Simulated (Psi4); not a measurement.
## SiH4: geometry relaxation (part 2 of 3)

SiH4, SMILES [H][Si]([H])([H])[H]; B97-3c/def2-mTZVP, RKS (Psi4 1.11). The geometry comes from this level: GFN2-xTB.

Geometry of the input (Å):
```
Si 0.0001  -0.0000  0.0001
H  0.0113  -0.0194  1.4609
H  1.3735  0.0113  -0.4978
H  -0.6966  1.1967  -0.4657
H  -0.6882  -1.1885  -0.4975
```

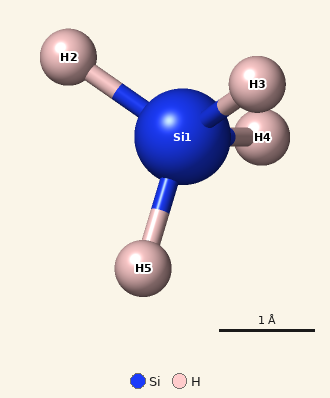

*The geometry at step 1 of the log (ball-and-stick view, seen at a tilt; atoms are numbered from 1 in the order of the input).*

Log, continued
```
         ---------------------------------------------------------
                                   SCF
                              RKS Reference
                        1 Threads,   1525 MiB Core
         ---------------------------------------------------------

  ==> Geometry <==

    Molecular point group: c1
    Full point group: C1

    Geometry (in Angstrom), charge = 0, multiplicity = 1:

       Center              X                  Y                   Z               Mass
    ------------   -----------------  -----------------  -----------------  -----------------
         SI           0.000000782001     0.000006856877     0.000011482243    27.976926534650
         H            0.000000782001     0.000006856877     1.482361529587     1.007825032230
         H            0.000000782001     1.397501703935    -0.494339522152     1.007825032230
         H           -1.210295697992    -0.698860443003    -0.494127523882     1.007825032230
         H            1.210272425874    -0.698838462692    -0.494213227229     1.007825032230

  Running in c1 symmetry.

  Rotational constants: A =      2.85473  B =      2.85450  C =      2.85440 [cm^-1]
  Rotational constants: A =  85582.58287  B =  85575.62472  C =  85572.76772 [MHz]
  Nuclear repulsion =   21.302708991346123

  Charge       = 0
  Multiplicity = 1
  Electrons    = 18
  Nalpha       = 9
  Nbeta        = 9

  ==> Algorithm <==

  SCF Algorithm Type is DF.
  DIIS enabled.
  MOM disabled.
  Fractional occupation disabled.
  Guess Type is READ.
  Energy threshold   = 1.00e-08
  Density threshold  = 1.00e-08
  Integral threshold = 1.00e-12

  ==> Primary Basis <==

  Basis Set: DEF2-MTZVP
    Blend: DEF2-MTZVP
    Number of shells: 22
    Number of basis functions: 34
    Number of Cartesian functions: 35
    Spherical Harmonics?: true
    Max angular momentum: 2

  ==> DFT Potential <==

   => LibXC <=

    Version 7.1.2

   => Composite Functional: B973C <=

    Deriv               =              1
    GGA                 =           TRUE
    Meta                =          FALSE

    Exchange Hybrid     =          FALSE
    MP2 Hybrid          =          FALSE

   => Exchange-Correlation Functionals <=

   => LibXC Density Thresholds  <==

    XC_GGA_XC_B97_3C:  1.00E-14

   => Molecular Quadrature <=

    Radial Scheme          =       TREUTLER
    Pruning Scheme         =           NONE
    Nuclear Scheme         =       TREUTLER

    Blocking Scheme        =         OCTREE
    BS radius alpha        =              1
    Pruning alpha          =              1
    Radial Points          =             75
    Spherical Points       =            302
    Total Points           =         109519
    Total Blocks           =            874
    Max Points             =            256
    Max Functions          =             34
    Weights Tolerance      =       1.00E-15

   => Loading Basis Set <=

    Name: (DEF2-MTZVP AUX)
    Role: JKFIT
    Keyword: DF_BASIS_SCF

   => Loading Basis Set <=

    Name: DEF2-MTZVP
    Role: ORBITAL
    Keyword: BASIS

  Reading orbitals from file s0/h4si.m.520746.180.npy, no projection.

  ==> Integral Setup <==

  DFHelper Memory: AOs need 0.002 GiB; user supplied 1.017 GiB.
  SCF_SUBTYPE=INCORE selected. In-core MEM_DF algorithm will be used.
  Using in-core AOs.

  ==> MemDFJK: Density-Fitted J/K Matrices <==

    J tasked:                   Yes
    K tasked:                    No
    wK tasked:                   No
    Memory [MiB]:              1040
    Algorithm:                 Core
    Schwarz Cutoff:           1E-12
    Mask sparsity (%):       0.0000
    Fitting Condition:        1E-10

   => Auxiliary Basis Set <=

  Basis Set: (DEF2-MTZVP AUX)
    Blend: DEF2-UNIVERSAL-JKFIT
    Number of shells: 62
    Number of basis functions: 200
    Number of Cartesian functions: 235
    Spherical Harmonics?: true
    Max angular momentum: 4

  Cached 100.0% of DFT collocation blocks in 0.101 [GiB].

  Minimum eigenvalue in the overlap matrix is 1.0784404677E-02.
  Reciprocal condition number of the overlap matrix is 2.2310168656E-03.
    Using symmetric orthogonalization.

  ==> Pre-Iterations <==

  SCF Guess: Orbitals guess was supplied from a previous computation.

   -------------------------------------------------------
    Irrep   Nso     Nmo     Nalpha   Nbeta   Ndocc  Nsocc
   -------------------------------------------------------
     A         34      34       9       9       9       0
   -------------------------------------------------------
    Total      34      34       9       9       9       0
   -------------------------------------------------------

  ==> Iterations <==

                           Total Energy        Delta E     RMS |[F,P]|

   @DF-RKS iter   0:  -291.80052291661667   -2.91801e+02   1.02209e-03
   @DF-RKS iter   1:  -291.81520434389125   -1.46814e-02   1.51979e-04 ADIIS/DIIS
   @DF-RKS iter   2:  -291.81521699705473   -1.26532e-05   1.23997e-04 ADIIS/DIIS
   @DF-RKS iter   3:  -291.81523075617889   -1.37591e-05   2.01534e-05 DIIS
   @DF-RKS iter   4:  -291.81523088464075   -1.28462e-07   7.70483e-07 DIIS
   @DF-RKS iter   5:  -291.81523088519174   -5.50983e-10   3.11296e-08 DIIS
   @DF-RKS iter   6:  -291.81523088519265   -9.09495e-13   8.98852e-09 DIIS
  Energy and wave function converged.

  ==> Post-Iterations <==

   Electrons on quadrature grid:
      Ntotal   =   17.9999982545 ; deviation = -1.745e-06

    Orbital Energies [Eh]
    ---------------------

    Doubly Occupied:

       1A    -65.392350     2A     -5.092920     3A     -3.506295
       4A     -3.506294     5A     -3.506294     6A     -0.494741
       7A     -0.315186     8A     -0.315168     9A     -0.315159

    Virtual:

      10A      0.018715    11A      0.018723    12A      0.018739
      13A      0.037764    14A      0.153096    15A      0.153103
      16A      0.153106    17A      0.249025    18A      0.351347
      19A      0.351355    20A      0.351375    21A      0.422097
      22A      0.602217    23A      0.602219    24A      0.849766
      25A      0.849781    26A      0.849788    27A      1.256867
      28A      1.256872    29A      1.256881    30A      2.262360
      31A      2.284844    32A      2.284856    33A      2.284868
      34A      9.296260

    Final Occupation by Irrep:
              A
    DOCC [     9 ]
    NA   [     9 ]
    NB   [     9 ]

  @DF-RKS Final Energy:  -291.81523088519265

   => Energetics <=

    Nuclear Repulsion Energy =             21.3027089913461225
    One-Electron Energy =                -445.8039374956982783
    Two-Electron Energy =                 154.9974737075701796
    DFT Exchange-Correlation Energy =     -22.2998851929181434
    Empirical Dispersion Energy =          -0.0115908954924514
    VV10 Nonlocal Energy =                  0.0000000000000000
    Total Energy =                       -291.8152308851926477

Computation Completed

Properties will be evaluated at   0.000000,   0.000000,   0.000000 [a0]

Properties computed using the SCF density matrix

 Multipole Moments:

 ------------------------------------------------------------------------------------
     Multipole            Electronic (a.u.)      Nuclear  (a.u.)        Total (a.u.)
 ------------------------------------------------------------------------------------

 L = 1.  Multiply by 2.5417464519 to convert [e a0] to [Debye]
 Dipole X            :          0.0000341           -0.0000203            0.0000138
 Dipole Y            :          0.0002705           -0.0001783            0.0000922
 Dipole Z            :          0.0004483           -0.0002986            0.0001497
 Magnitude           :                                                    0.0001763

 ------------------------------------------------------------------------------------

	total time  =          1 seconds =       0.02 minutes

         ------------------------------------------------------------
                                   SCF GRAD
         ------------------------------------------------------------

  ==> Geometry <==

    Molecular point group: c1
    Full point group: C1

    Geometry (in Angstrom), charge = 0, multiplicity = 1:

       Center              X                  Y                   Z               Mass
    ------------   -----------------  -----------------  -----------------  -----------------
         SI           0.000000782001     0.000006856877     0.000011482243    27.976926534650
         H            0.000000782001     0.000006856877     1.482361529587     1.007825032230
         H            0.000000782001     1.397501703935    -0.494339522152     1.007825032230
         H           -1.210295697992    -0.698860443003    -0.494127523882     1.007825032230
         H            1.210272425874    -0.698838462692    -0.494213227229     1.007825032230

  Nuclear repulsion =   21.302708991346123

  ==> Basis Set <==

  Basis Set: DEF2-MTZVP
    Blend: DEF2-MTZVP
    Number of shells: 22
    Number of basis functions: 34
    Number of Cartesian functions: 35
    Spherical Harmonics?: true
    Max angular momentum: 2

  ==> DFJKGrad: Density-Fitted SCF Gradients <==

    Gradient:                    1
    J tasked:                  Yes
    K tasked:                   No
    wK tasked:                  No
    Integrals threads:           1
    Memory [MiB]:             1144
    Schwarz Cutoff:          1E-12
    Fitting Condition:       1E-10

   => Auxiliary Basis Set <=

  Basis Set: (DEF2-MTZVP AUX)
    Blend: DEF2-UNIVERSAL-JKFIT
    Number of shells: 62
    Number of basis functions: 200
    Number of Cartesian functions: 235
    Spherical Harmonics?: true
    Max angular momentum: 4

  ==> DFT Potential <==

   => LibXC <=

    Version 7.1.2

   => Composite Functional: B973C <=

    Deriv               =              1
    GGA                 =           TRUE
    Meta                =          FALSE

    Exchange Hybrid     =          FALSE
    MP2 Hybrid          =          FALSE

   => Exchange-Correlation Functionals <=

   => LibXC Density Thresholds  <==

    XC_GGA_XC_B97_3C:  1.00E-14

   => Molecular Quadrature <=

    Radial Scheme          =       TREUTLER
    Pruning Scheme         =           NONE
    Nuclear Scheme         =       TREUTLER

    Blocking Scheme        =         OCTREE
    BS radius alpha        =              1
    Pruning alpha          =              1
    Radial Points          =             75
    Spherical Points       =            302
    Total Points           =         109519
    Total Blocks           =            874
    Max Points             =            256
    Max Functions          =             34
    Weights Tolerance      =       1.00E-15

  -Total Gradient:
     Atom            X                  Y                   Z
    ------   -----------------  -----------------  -----------------
       1        0.000002421309     0.000013649382     0.000019578273
       2       -0.000002404914    -0.000006251234     0.000146539197
       3        0.000002682216     0.000135482276    -0.000057701916
       4       -0.000118066956    -0.000074414867    -0.000055513348
       5        0.000119902949    -0.000069303912    -0.000057085043

	total time  =          0 seconds =       0.00 minutes

    			-----------------------------------------

    			 OPTKING 3.0: for geometry optimizations

    			        with contributions from

    			-----------------------------------------

	                            ===> Fragment 1 <==

	 Z (Atomic Numbers)          Masses                          Geom
	      14.000000            27.976927          0.00000148  0.00001296  0.00002170
	       1.000000             1.007825          0.00000148  0.00001296  2.80125731
	       1.000000             1.007825          0.00000148  2.64089548 -0.93416631
	       1.000000             1.007825         -2.28712740 -1.32065484 -0.93376569
	       1.000000             1.007825          2.28708342 -1.32061330 -0.93392765

	 - Coordinate -           - BOHR/RAD -       - ANG/DEG -
	 R(1,2)           =         2.801236           1.482350
	 R(1,3)           =         2.801244           1.482354
	 R(1,4)           =         2.801264           1.482365
	 R(1,5)           =         2.801260           1.482363
	 B(2,1,3)         =         1.910800         109.480767
	 B(2,1,4)         =         1.910646         109.471929
	 B(2,1,5)         =         1.910707         109.475471
	 B(3,1,4)         =         1.910595         109.469058
	 B(3,1,5)         =         1.910561         109.467065
	 B(4,1,5)         =         1.910490         109.463031
	 O(2,1,3,4)       =         0.955156          54.726436
	 O(2,1,3,5)       =        -0.955112         -54.723891
	 O(2,1,4,5)       =         0.955302          54.734745
	 O(3,1,2,4)       =        -0.955182         -54.727871
	 O(3,1,2,5)       =         0.955185          54.728093
	 O(3,1,4,5)       =        -0.955498         -54.746021
	 O(4,1,2,3)       =         0.955259          54.732290
	 O(4,1,2,5)       =        -0.955410         -54.740965
	 O(4,1,3,5)       =         0.955534          54.748038
	 O(5,1,2,3)       =        -0.955232         -54.730741
	 O(5,1,2,4)       =         0.955379          54.739194
	 O(5,1,3,4)       =        -0.955551         -54.749035

	        --- Internal Coordinate Step in ANG or DEG, aJ/ANG or AJ/DEG ---
	-------------------------------------------------------------------------------
	           Coordinate      Previous         Force          Change          New
	           ----------      --------        ------          ------        ------
	               R(1,2)       1.48235       -0.00121       -0.00041       1.48194
	               R(1,3)       1.48235       -0.00121       -0.00040       1.48195
	               R(1,4)       1.48237       -0.00124       -0.00041       1.48195
	               R(1,5)       1.48236       -0.00122       -0.00041       1.48195
	             B(2,1,3)     109.48077       -0.00000       -0.00357     109.47719
	             B(2,1,4)     109.47193        0.00000        0.00053     109.47246
	             B(2,1,5)     109.47547       -0.00000       -0.00183     109.47364
	             B(3,1,4)     109.46906       -0.00000        0.00005     109.46911
	             B(3,1,5)     109.46707        0.00000        0.00242     109.46949
	             B(4,1,5)     109.46303        0.00000        0.00240     109.46543
	           O(2,1,3,4)      54.72644        0.00000        0.00302      54.72945
	           O(2,1,3,5)     -54.72389       -0.00000       -0.00419     -54.72809
	           O(2,1,4,5)      54.73475       -0.00000        0.00010      54.73485
	           O(3,1,2,4)     -54.72787       -0.00000       -0.00326     -54.73113
	           O(3,1,2,5)      54.72809        0.00000        0.00207      54.73016
	           O(3,1,4,5)     -54.74602        0.00000        0.00367     -54.74235
	           O(4,1,2,3)      54.73229        0.00000        0.00120      54.73349
	           O(4,1,2,5)     -54.74097        0.00000        0.00201     -54.73895
	           O(4,1,3,5)      54.74804       -0.00000       -0.00366      54.74438
	           O(5,1,2,3)     -54.73074       -0.00000       -0.00120     -54.73194
	           O(5,1,2,4)      54.73919       -0.00000       -0.00083      54.73836
	           O(5,1,3,4)     -54.74904        0.00000        0.00485     -54.74419
	-------------------------------------------------------------------------------

	                                 ==> Convergence Check <==

	Measures of convergence in internal coordinates in au.

	Criteria marked as inactive (o), active & met (*), and active & unmet ( ).

	----------------------------------------------------------------------------------------------
	   Step    Total Energy     Delta E     Max Force     RMS Force      Max Disp      RMS Disp
	----------------------------------------------------------------------------------------------
	  Convergence Criteria     1.00e-06 *    3.00e-04 *             o    1.20e-03 *             o
	----------------------------------------------------------------------------------------------
	     2    -291.81523089   -5.98e-04      1.50e-04 *    6.33e-05 o    7.84e-04 *    3.32e-04 o  ~
	----------------------------------------------------------------------------------------------

Next Geometry in Ang
	Fragment 1 (Ang)

	   Si  -0.0000000981  -0.0000085888  -0.0000129539
	    H   0.0000175513   0.0000254025   1.4819307705
	    H  -0.0000178161   1.3971241469  -0.4941738993
	    H  -1.2099759622  -0.6986616939  -0.4939962652
	    H   1.2099553990  -0.6986627547  -0.4940549136

    Final optimized geometry and variables:
    Molecular point group: c1
    Full point group: C1

    Geometry (in Angstrom), charge = 0, multiplicity = 1:

    SI
    H             1          r2
    H             1          r3      2          a3
    H             1          r4      3          a4      2          d4
    H             1          r5      3          a5      4          d5

    a3        =  109.4807669122
    a4        =  109.4690580562
    a5        =  109.4670651143
    d4        =  120.0053900864
    d5        =  119.9861025168
    r2        =    1.4823500473
    r3        =    1.4823544661
    r4        =    1.4823651472
    r5        =    1.4823630784

  Variable Map:
  ----------------------------------------------------------------------------
  "B973C DISPERSION CORRECTION ENERGY" =>      -0.004514419392
  "CURRENT ENERGY"                     =>    -291.815230885193
  "CURRENT REFERENCE ENERGY"           =>    -291.815230885193
  "DD SOLVATION ENERGY"                =>       0.000000000000
  "DFT FUNCTIONAL TOTAL ENERGY"        =>    -291.803639989700
  "DFT TOTAL ENERGY"                   =>    -291.815230885193
  "DFT VV10 ENERGY"                    =>       0.000000000000
  "DFT XC ENERGY"                      =>     -22.299885192918
  "DISPERSION CORRECTION ENERGY"       =>      -0.004514419392
  "GRID ELECTRONS ALPHA"               =>       8.999999127267
  "GRID ELECTRONS BETA"                =>       8.999999127267
  "GRID ELECTRONS TOTAL"               =>      17.999998254534
  "NUCLEAR REPULSION ENERGY"           =>      21.302708991346
  "ONE-ELECTRON ENERGY"                =>    -445.803937495698
  "OPTIMIZATION ITERATIONS"            =>       2.000000000000
  "PCM POLARIZATION ENERGY"            =>       0.000000000000
  "PE ENERGY"                          =>       0.000000000000
  "SCF ITERATION ENERGY"               =>    -291.815230885193
  "SCF ITERATIONS"                     =>       6.000000000000
  "SCF TOTAL ENERGY"                   =>    -291.815230885193
  "TWO-ELECTRON ENERGY"                =>     154.997473707570
  "XC GRID RADIAL POINTS"              =>      75.000000000000
  "XC GRID SPHERICAL POINTS"           =>     302.000000000000
  "XC GRID TOTAL POINTS"               =>  109519.000000000000

  Array Variable Map:
  ----------------------------------------------------------------------------
  "-D GRADIENT"                        =>       0.000000030092 ... -0.001115666779 5 by 3
  "B973C DISPERSION CORRECTION GRADIENT" =>      -0.000000001531 ... -0.000033775605 5 by 3
  "CURRENT DIPOLE"                     =>       0.000013787744 ... 0.000149705055 1 by 3
  "CURRENT GRADIENT"                   =>       0.000002421309 ... -0.000057085043 5 by 3
  "DFT TOTAL GRADIENT"                 =>       0.000002421309 ... -0.000057085043 5 by 3
  "DISPERSION CORRECTION GRADIENT"     =>      -0.000000001531 ... -0.000033775605 5 by 3
  "SCF DIPOLE"                         =>       0.000013787744 ... 0.000149705055 1 by 3
  "SCF TOTAL ENERGIES"                 =>    -291.800522916617 ... -291.815230885193 1 by 7
  "SCF TOTAL GRADIENT"                 =>       0.000002421309 ... -0.000057085043 5 by 3

    Psi4 run time: 0:00:04.89
```

Standard output
```
Optimizer: Optimization complete!
```

Trajectory as extended XYZ (Å, eV, eV/Å), 2 frames, from step=0 to step=1
```
5
Properties=species:S:1:pos:R:3:forces:R:3 step=0 energy=-7940.68070
Si    0.0001    0.0000    0.0001   -0.0003   0.0037   0.0006
H     0.0113   -0.0194    1.4609    0.0036  -0.0052   0.3913
H     1.3735    0.0113   -0.4978    0.3697   0.0034  -0.1329
H    -0.6966    1.1967   -0.4657   -0.1863   0.3207  -0.1243
H    -0.6882   -1.1885   -0.4975   -0.1866  -0.3222  -0.1344
5
Properties=species:S:1:pos:R:3:forces:R:3 step=1 energy=-7940.69696
Si    0.0001    0.0000    0.0001   -0.0007   0.0001  -0.0010
H     0.0115   -0.0197    1.4823    0.0003   0.0000  -0.0075
H     1.3937    0.0114   -0.5049   -0.0069   0.0001   0.0030
H    -0.7067    1.2143   -0.4726    0.0039  -0.0061   0.0027
H    -0.6984   -1.2061   -0.5048    0.0036   0.0061   0.0030
```
